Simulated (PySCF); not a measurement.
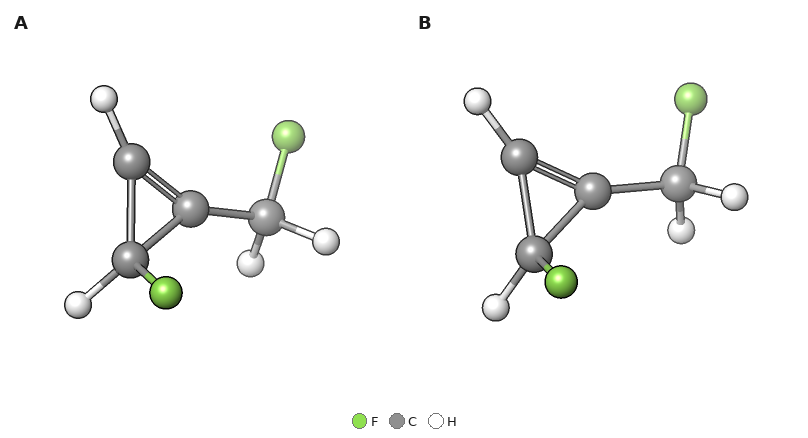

Distant atoms are faded towards the background colour. The geometry was computed by an optimisation with GFN2-xTB. No frequency run is at hand to confirm it as a minimum.

How are A and B related: the same structure turned, mirror images, conformers, diastereomers or constitutional isomers?

They are the same structure, C4H4F2 (FCC1=C[C@@H]1F), seen from two directions: a rotation takes one into the other. The geometry is chiral (C1), so its mirror image would differ.
